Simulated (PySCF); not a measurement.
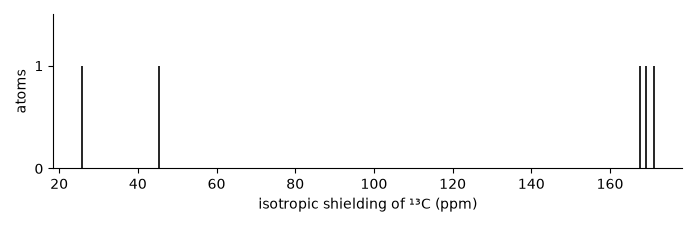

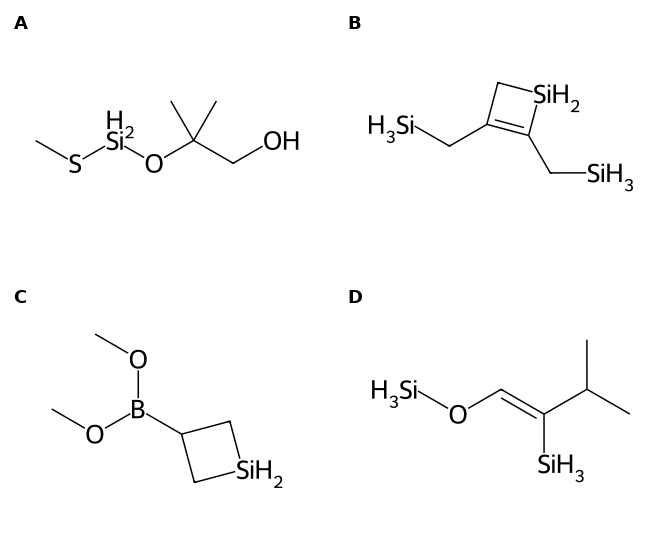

The sticks are computed shieldings of one of the molecules, for one fixed geometry (GFN2-xTB) without averaging over rotations. Low shielding means a high chemical shift. Method: GIAO PBE0/pcSseg-1 NMR shielding, non-relativistic, gas phase (PySCF 2.14.0).

**Match the spectrum to a structure.**

B, `[SiH3]CC1=C(C[SiH3])[SiH2]C1`. Its 5 C atoms give lines at 25.7, 45.4, 167.5, 169.1, 171.1 ppm.

The geometry is semi-empirical. Around B, Si such bond lengths and angles can be off by a tenth of an ångström or more and by several degrees, and values that hang on the shape move with them.
